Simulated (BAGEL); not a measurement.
**CH2F2O (SMILES OC(F)F) at 4 levels**

Wanted: a comparison of 4 runs (B3LYP/6-31G*, B3LYP/6-311+G**, PBE0/6-311+G**, RI-MP2/6-311+G**) of CH2F2O. 

The calculation is run with BAGEL 1.2.2.

6 further runs of the same task are left out: 4 that didn't finish, 2 set aside as unsound or not needed. Runs told in other sessions of the task aren't counted.

## 1. The molecule

CH2F2O: 6 atoms, total charge 0, spin state singlet. As SMILES, `OC(F)F`. Geometry: relaxed at PBE0-D4/def2-TZVP. This is one conformer, not always the lowest.

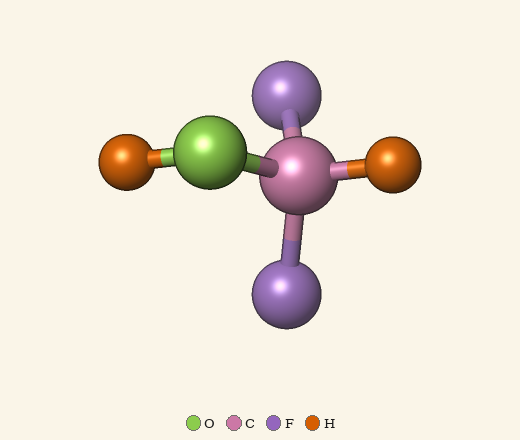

The structure, seen from a chosen angle (oxygen green, carbon pink, fluorine purple, hydrogen orange).

## 2. A single-point energy at B3LYP/6-31G(d) (density fitting with qzvpp-jkfit, spherical functions) (run 1)

File calc.json:

```json
{ "bagel" : [

{
  "title" : "molecule",
  "basis" : "6-31gs.json",
  "df_basis" : "qzvpp-jkfit",
  "angstrom" : "true",
  "geometry" : [
    { "atom" : "O", "xyz" : [    0.095100,    0.985600,   -0.438500 ] },
    { "atom" : "C", "xyz" : [    0.060600,   -0.137800,    0.302200 ] },
    { "atom" : "F", "xyz" : [    0.876300,   -1.092500,   -0.208200 ] },
    { "atom" : "F", "xyz" : [   -1.179700,   -0.684300,    0.315100 ] },
    { "atom" : "H", "xyz" : [   -0.176600,    0.772900,   -1.340300 ] },
    { "atom" : "H", "xyz" : [    0.366200,    0.092100,    1.323500 ] }
  ]
},
{
  "title" : "ks",
  "xc_func" : "b3lyp"
},
{
  "title" : "print",
  "file" : "orbitals.molden",
  "orbitals" : "true"
}

]}
```

The basis set 6-31G* is read from a file made from the Basis Set Exchange's data (not shown).

Command:

```sh
$ BAGEL_NUM_THREADS=1 BAGEL calc.json > calc.out
```

Standard output:

```text
* using 1 threads per process

  ===============================================================
  ===============================================================

  *** Geometry ***

  { "atom" : "O", "xyz" : [      0.179713,      1.862514,     -0.828645 ] },
  { "atom" : "C", "xyz" : [      0.114517,     -0.260404,      0.571075 ] },
  { "atom" : "F", "xyz" : [      1.655967,     -2.064526,     -0.393441 ] },
  { "atom" : "F", "xyz" : [     -2.229310,     -1.293140,      0.595453 ] },
  { "atom" : "H", "xyz" : [     -0.333726,      1.460569,     -2.532800 ] },
  { "atom" : "H", "xyz" : [      0.692018,      0.174044,      2.501053 ] },

  Number of auxiliary basis functions:      342

  Since a DF basis is specified, we compute 2- and 3-index integrals:
    o Being stored without compression. Storage requirement is 0.010 GB

  Number of basis functions:       60
  Number of electrons      :       34

    * METHOD: MOLECULE                             0.09

  *** Kohn-Sham DFT ***

    * Removing 10542 points whose weight is below 1.00e-10
    * Grid points: 78894

  === Nuclear Repulsion ===
   134.9883544269

       - DIIS with orbital gradients will be used.

  === KS iteration (b3lyp / 6-31gs.json) ===
      0       -289.18442826          0.16592863           0.17
      1       -252.32048537          0.24530265           0.15
      2       -268.51798518          0.23289032           0.17
      3       -312.72101320          0.07718915           0.16
      4       -314.09645070          0.02088321           0.16
      5       -314.17886244          0.01021613           0.16
      6       -314.20056709          0.00400851           0.18
      7       -314.20396582          0.00136425           0.16
      8       -314.20431869          0.00062541           0.14
      9       -314.20440447          0.00006564           0.16
     10       -314.20440527          0.00000867           0.16
     11       -314.20440528          0.00000247           0.14
     12       -314.20440528          0.00000045           0.14
     13       -314.20440528          0.00000027           0.16
     14       -314.20440528          0.00000005           0.14
     15       -314.20440528          0.00000002           0.14
     16       -314.20440528          0.00000000           0.15
    * SCF iteration converged.

    * Permanent dipole moment:
           (    0.011783,    -0.196228,     0.199105) a.u.

    * METHOD: KS                                   2.94

    * METHOD: PRINT                                0.01

  ===============================================================
```

It took 3.3 s on 1 thread of Arm Neoverse V2, shared host; peak memory 0.24 GiB.

## 3. A single-point energy at B3LYP/6-311+G(d,p) (density fitting with qzvpp-jkfit) (run 2)

File input.json:

```json
{ "bagel" : [

{
  "title" : "molecule",
  "basis" : "6-311+gss.json",
  "df_basis" : "qzvpp-jkfit",
  "angstrom" : "true",
  "geometry" : [
    { "atom" : "O", "xyz" : [       0.095100,       0.985600,      -0.438500 ] },
    { "atom" : "C", "xyz" : [       0.060600,      -0.137800,       0.302200 ] },
    { "atom" : "F", "xyz" : [       0.876300,      -1.092500,      -0.208200 ] },
    { "atom" : "F", "xyz" : [      -1.179700,      -0.684300,       0.315100 ] },
    { "atom" : "H", "xyz" : [      -0.176600,       0.772900,      -1.340300 ] },
    { "atom" : "H", "xyz" : [       0.366200,       0.092100,       1.323500 ] }
  ]
},

{ "title" : "ks", "xc_func" : "b3lyp" },

{ "title" : "print", "file" : "orbitals.molden", "orbitals" : "true" }

]}
```

The basis set 6-311+G** is read from a file made from the Basis Set Exchange's data (not shown).

Command:

```sh
$ BAGEL_NUM_THREADS=1 BAGEL input.json > input.out
```

Standard output:

```text
* using 1 threads per process

  ===============================================================
  ===============================================================

  *** Geometry ***

  { "atom" : "O", "xyz" : [      0.179713,      1.862514,     -0.828645 ] },
  { "atom" : "C", "xyz" : [      0.114517,     -0.260404,      0.571075 ] },
  { "atom" : "F", "xyz" : [      1.655967,     -2.064526,     -0.393441 ] },
  { "atom" : "F", "xyz" : [     -2.229310,     -1.293140,      0.595453 ] },
  { "atom" : "H", "xyz" : [     -0.333726,      1.460569,     -2.532800 ] },
  { "atom" : "H", "xyz" : [      0.692018,      0.174044,      2.501053 ] },

  Number of auxiliary basis functions:      342

  Since a DF basis is specified, we compute 2- and 3-index integrals:
    o Being stored without compression. Storage requirement is 0.027 GB

  Number of basis functions:      100
  Number of electrons      :       34

    * METHOD: MOLECULE                             0.11

  *** Kohn-Sham DFT ***

    * Removing 10542 points whose weight is below 1.00e-10
    * Grid points: 78894

  === Nuclear Repulsion ===
   134.9883544269

       - DIIS with orbital gradients will be used.

  === KS iteration (b3lyp / 6-311+gss.json) ===
      0       -271.92822342          0.26940447           0.24
      1       -252.13862853          0.17665871           0.23
      2       -271.85684145          0.24965873           0.24
      3       -305.22681736          0.15115846           0.23
      4       -301.83091665          0.15898908           0.23
      5       -310.32799161          0.10729094           0.23
      6       -309.02284079          0.12958261           0.23
      7       -293.40457784          0.16164942           0.23
      8       -314.03057295          0.02828552           0.23
      9       -314.28204348          0.01208021           0.23
     10       -314.31471661          0.00734362           0.23
     11       -314.32749476          0.00260457           0.23
     12       -314.32951707          0.00057582           0.24
     13       -314.32960657          0.00004076           0.24
     14       -314.32960704          0.00000667           0.23
     15       -314.32960705          0.00000449           0.23
     16       -314.32960706          0.00000157           0.24
     17       -314.32960706          0.00000074           0.23
     18       -314.32960706          0.00000029           0.23
     19       -314.32960706          0.00000006           0.24
     20       -314.32960706          0.00000001           0.23
    * SCF iteration converged.

    * Permanent dipole moment:
           (   -0.025938,    -0.281151,     0.117170) a.u.

    * METHOD: KS                                   5.21

    * METHOD: PRINT                                0.02

  ===============================================================
```

It took 5.7 s on 1 thread of Arm Neoverse V2, shared host; peak memory 0.37 GiB.

Run 3 isn't shown in full; the table further down has it.

## 4. A single-point energy at RI-MP2/6-311+G(d,p) (density fitting with qzvpp-jkfit) (run 4)

File input.json:

```json
{ "bagel": [

{
  "title": "molecule",
  "basis": "6-311+gss.json",
  "df_basis": "qzvpp-jkfit",
  "angstrom": "true",
  "geometry": [
    { "atom": "O", "xyz": [       0.095100,       0.985600,      -0.438500 ] },
    { "atom": "C", "xyz": [       0.060600,      -0.137800,       0.302200 ] },
    { "atom": "F", "xyz": [       0.876300,      -1.092500,      -0.208200 ] },
    { "atom": "F", "xyz": [      -1.179700,      -0.684300,       0.315100 ] },
    { "atom": "H", "xyz": [      -0.176600,       0.772900,      -1.340300 ] },
    { "atom": "H", "xyz": [       0.366200,       0.092100,       1.323500 ] }
  ]
},

{ "title": "hf" },

{ "title": "mp2", "ncore": 4 }

]}
```

The basis set 6-311+G** is read from a file made from the Basis Set Exchange's data (not shown).

Command:

```sh
$ BAGEL_NUM_THREADS=1 BAGEL input.json > input.out
```

Standard output:

```text
* using 1 threads per process

  ===============================================================
  ===============================================================

  *** Geometry ***

  { "atom" : "O", "xyz" : [      0.179713,      1.862514,     -0.828645 ] },
  { "atom" : "C", "xyz" : [      0.114517,     -0.260404,      0.571075 ] },
  { "atom" : "F", "xyz" : [      1.655967,     -2.064526,     -0.393441 ] },
  { "atom" : "F", "xyz" : [     -2.229310,     -1.293140,      0.595453 ] },
  { "atom" : "H", "xyz" : [     -0.333726,      1.460569,     -2.532800 ] },
  { "atom" : "H", "xyz" : [      0.692018,      0.174044,      2.501053 ] },

  Number of auxiliary basis functions:      342

  Since a DF basis is specified, we compute 2- and 3-index integrals:
    o Being stored without compression. Storage requirement is 0.027 GB

  Number of basis functions:      100
  Number of electrons      :       34

    * METHOD: MOLECULE                             0.12

  *** RHF ***

  === Nuclear Repulsion ===
   134.9883544269

      * DIIS with orbital gradients will be used.

  === RHF iteration (6-311+gss.json) ===
      0       -312.52250354          0.03389847           0.03
      1       -312.75977356          0.02187177           0.03
      2       -312.87442375          0.00190416           0.03
      3       -312.87651941          0.00059874           0.03
      4       -312.87666872          0.00016900           0.03
      5       -312.87668771          0.00007151           0.03
      6       -312.87668965          0.00002541           0.03
      7       -312.87668996          0.00000375           0.03
      8       -312.87668996          0.00000180           0.03
      9       -312.87668996          0.00000053           0.03
     10       -312.87668996          0.00000015           0.03
     11       -312.87668996          0.00000007           0.03
     12       -312.87668996          0.00000003           0.03
     13       -312.87668996          0.00000001           0.03
    * SCF iteration converged.

    * Permanent dipole moment:
           (   -0.039408,    -0.312808,     0.088902) a.u.

    * METHOD: HF                                   0.58

  *** RHF ***

  === Nuclear Repulsion ===
   134.9883544269

      * DIIS with orbital gradients will be used.

  === RHF iteration (6-311+gss.json) ===
      0       -312.87668996          0.00000000           0.03
    * SCF iteration converged.

    * Permanent dipole moment:
           (   -0.039409,    -0.312809,     0.088902) a.u.

  === DF-MP2 calculation ===

    * freezing 4 orbitals
    * 3-index integral transformation done
    * assembly done

      MP2 correlation energy:   -0.7576426920      0.04

      MP2 total energy:       -313.6343326554

    * METHOD: MP2                                  0.12

  ===============================================================
```

Wall time 0.95 s (1 thread of Arm Neoverse V2, shared host).

## 5. The series

```csv
run,level,frozen core orbitals,energy (Eh),dipole moment (D),HOMO energy (eV),LUMO energy (eV),wall time
1,"B3LYP/6-31G* (density fitting with qzvpp-jkfit, spherical functions)",–,-314.204405,0.71,-9.19,1.94,3.3 s
2,B3LYP/6-311+G** (density fitting with qzvpp-jkfit),–,-314.329607,0.78,-9.90,-0.04,5.7 s
3,PBE0/6-311+G** (density fitting with qzvpp-jkfit),–,-314.014426,0.78,-10.18,0.33,5.7 s
4,RI-MP2/6-311+G** (density fitting with qzvpp-jkfit),4,-313.634333,–,–,–,0.95 s
```

## 6. Summary of results

```
                                          quantity          value
                               run 4: total energy  -313.63433 Eh
run 4: correlation energy (4 core orbitals frozen)     -757.6 mEh
```

**Reading.** Over runs 1, 2, 3 the dipole moment (its size) runs from 0.71 D (B3LYP/6-31G*) to 0.78 D (PBE0/6-311+G**). The two ends differ in method and basis. Over runs 1, 2, 3 the HOMO–LUMO gap runs from 9.87 eV (B3LYP/6-311+G**) to 11.13 eV (B3LYP/6-31G*). Totals of different functionals can't be ranked against each other. All runs together took 16 s, the longest 5.7 s.
